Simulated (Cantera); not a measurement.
Feed: 1 mol Si(CH3)4, 0.024 mol C3H8, 17 mol H2, at 0.00133 bar.

Method: chemical equilibrium by Gibbs-energy minimisation in Cantera with the NASA 1993 tables (ideal gas, pure condensed phases). Candidate condensed phases: C, C6H6, C7H8, C8H18, Si, SiC; 87 gas species. Gases not in the tables: Si2H6 and higher silanes. Kinetics and transport are ignored.

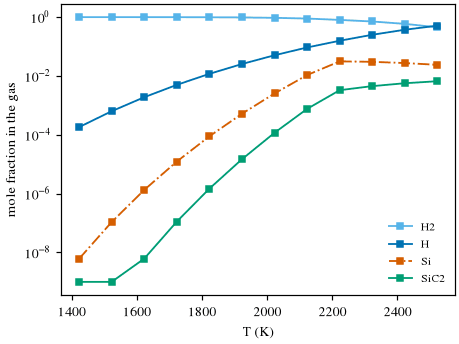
Fig. 1. Equilibrium gas composition (values under 1e-9 drawn at 1e-9)

Problem. Read off the mole fractions at 2023 K.

Solution. H2 about 0.95, H about 0.051, Si about 0.0025, SiC2 about 0.00012.
